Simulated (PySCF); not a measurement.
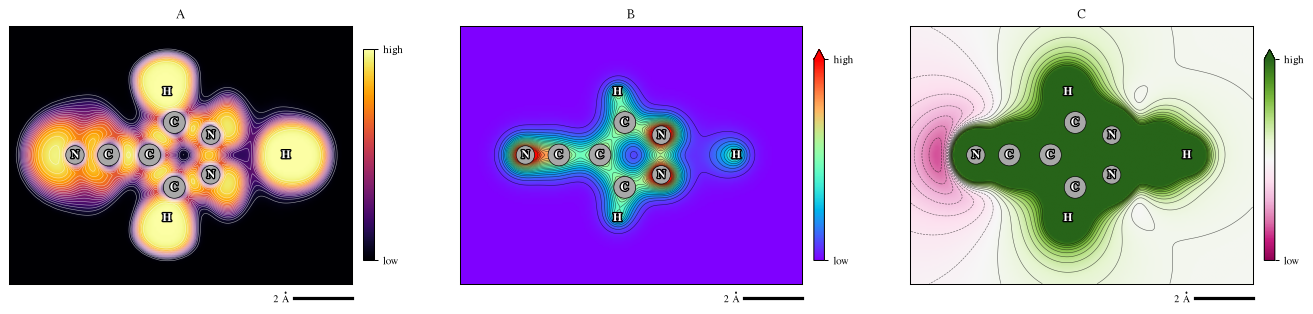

C$_{4}$H$_{5}$N$_{3}$Si: 3 fields on the plane of atoms C3, C4 and N5, with unlabelled colour scales. Grey discs cover the atomic cores.

Geometry: B3LYP-D3(BJ)/def2-SVP.

Computed with PBE0/pcSseg-1, SCF density, gas phase, non-relativistic (PySCF 2.14.0).

**Match the panels to the quantities (electron density, electron localisation function and electrostatic potential).**

Panel A: electron localisation function. Panel B: electron density. Panel C: electrostatic potential (strongly positive close to the atoms, with negative regions outside electron-rich atoms). From the grid: C–N (1.16 Å): ρ at the midpoint is about 3.4 e/Å³; the ELF peaks at about 0.85 between the atoms; a multiple bond. N–N (1.37 Å): ρ at the midpoint is about 2.4 e/Å³; the ELF peaks at about 0.85 between the atoms: a shared electron pair.
